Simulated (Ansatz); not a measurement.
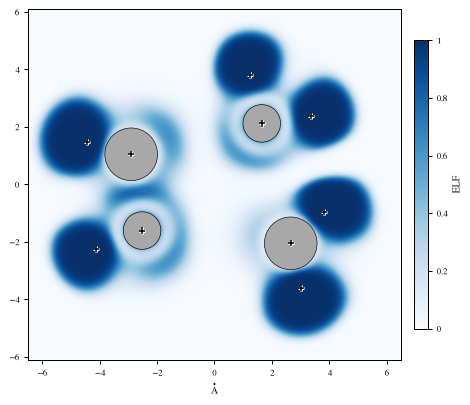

The electron localisation function on a plane through atoms (crosses mark nuclei in the plane; grey discs cover the cores).

These are results of Ansatz 0.2.0, UKS PBE0-D4/def2-TZVP, not measurements.

Candidates:
A. Ga6H18Sb6 (charge −1, doublet)
B. H12O4Zn4···H2 (charge +1, doublet)
C. C8H24Si3 (charge +1, doublet)

**Which candidate gave the map?**

Candidate A: Ga6H18Sb6 on the plane of atoms H28, Ga11 and H29, which holds Ga, Sb and H. Ga–Sb (2.68 Å): the ELF peaks at about 0.75 between the atoms, as expected for localised, covalent bonding. Ga–H (1.59 Å): the ELF climbs to about 1 towards the hydrogen.
